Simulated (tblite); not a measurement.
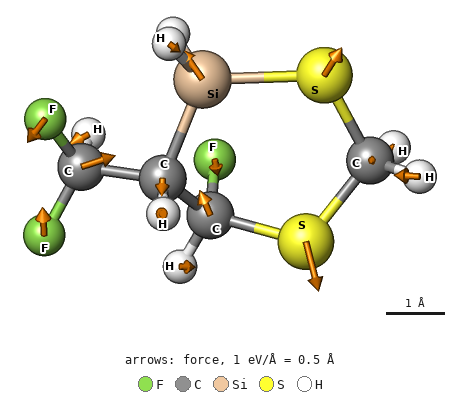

Starting geometry of C4H7F3S2Si with the computed forces as orange arrows. A ball-and-stick model, seen at a tilt.

Computed with GFN2-xTB geometry optimisation, gas phase (tblite 0.8.0). 

### What follows when this structure is relaxed?

It isn't relaxed: the largest force vector, on an S atom, is 1.82 eV/Å. The final displacements have little in common with the starting forces (cosine between the two patterns 0.24). The atom that moves furthest after the best rigid fit is an H atom (0.81 Å). By element the largest moves are H 0.81 Å, S 0.71 Å, F 0.32 Å, C 0.25 Å, Si 0.13 Å. Some distances before and after: C–Si 1.876 → 1.918 Å, C–H 1.120 → 1.087 Å, S–Si 2.114 → 2.144 Å, H–Si 1.470 → 1.448 Å. Bond angles that change, for instance: Si–S–C 114.6° → 99.5°, C–S–C 112.9° → 99.9°, H–Si–H 105.3° → 116.7°. Groups turn about C–S by about 45°, C–S by about 30°, S–Si by about 30°. Over 67 geometry steps the energy falls by 17.8 kcal/mol.
